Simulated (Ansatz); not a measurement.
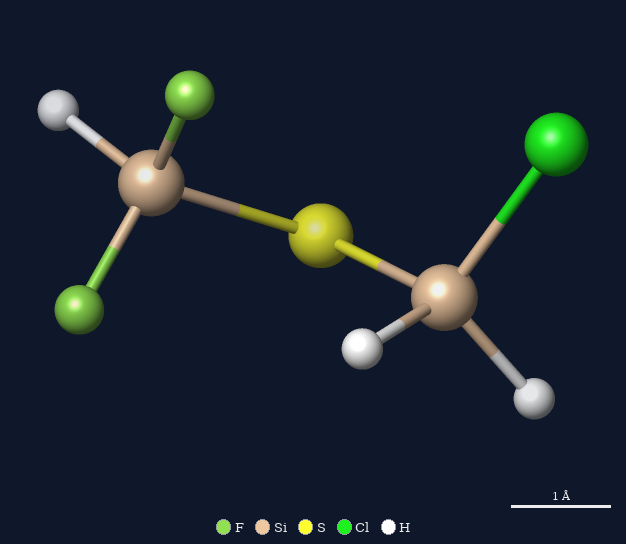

Rendered structure (ball-and-stick style). Every bond is drawn as one stick, whatever its order.

The geometry was computed by an optimisation with PBE0-D4/def2-TZVP.

Describe the molecule.

The molecule is ClF2H3SSi2. Its SMILES string is `F[SiH](F)S[SiH2]Cl`. It has no ring. Among its groups: Si–H bond. The point group is C1. Coordination: 2 Si tetrahedral; 1 S bent.

More results for the same structure follow; atom numbers are the same in all pictures, views and colours differ.

**Levels of theory compared**

Program: Ansatz 0.2.0.

At this fixed geometry, give HOMO–LUMO gap (eV), dipole (D), HOMO energy (eV) at these levels: B3LYP-D4/def2-TZVPP; PBE-D4/def2-TZVPP; r2SCAN-D4/def2-TZVPP; ωB97M-V/def2-TZVPP.

```
               level  HOMO–LUMO gap (eV)  dipole (D)  HOMO energy (eV)
 B3LYP-D4/def2-TZVPP                7.58        1.06             −8.15
   PBE-D4/def2-TZVPP                5.90        0.95             −7.18
r2SCAN-D4/def2-TZVPP                6.54        0.98             −7.49
  ωB97M-V/def2-TZVPP               12.12        1.02            −10.59
```

**Vibrations**

Harmonic vibrations computed with RKS PBE0-D4/def2-TZVP (Ansatz 0.2.0) at a stationary point of the same level.

Question: List the wavenumbers.

Answer: 21 modes: 33, 36, 101, 161, 229, 283, 356, 482, 531, 570, 576, 721, 814, 822, 850, 899, 938, 958, 2264, 2280, 2313 cm⁻¹.

**Charges**

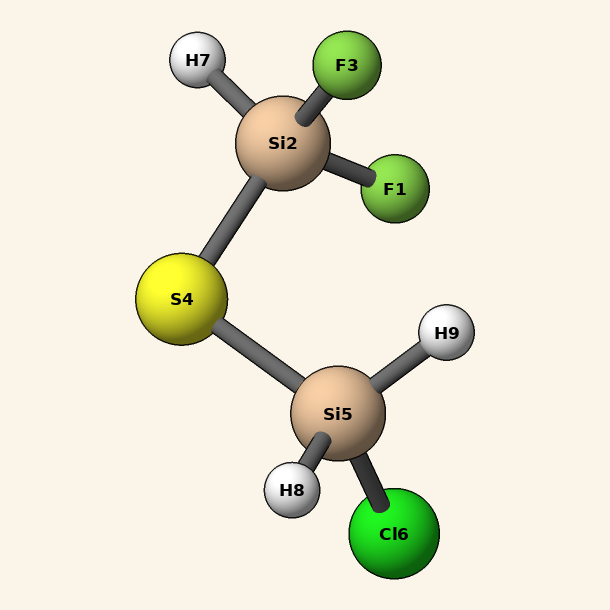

The questions are on Mulliken charges. Method: RKS ωB97M-V/def2-TZVPP (Ansatz 0.2.0).

Give the Mulliken charges atom by atom.

```csv
atom,value (e)
F1,−0.28
Si2,0.69
F3,−0.28
S4,−0.26
Si5,0.33
Cl6,−0.19
H7,−0.02
H8,0.00
H9,0.01
```

Mulliken values depend strongly on the basis set and can even reverse the polarity of a bond.
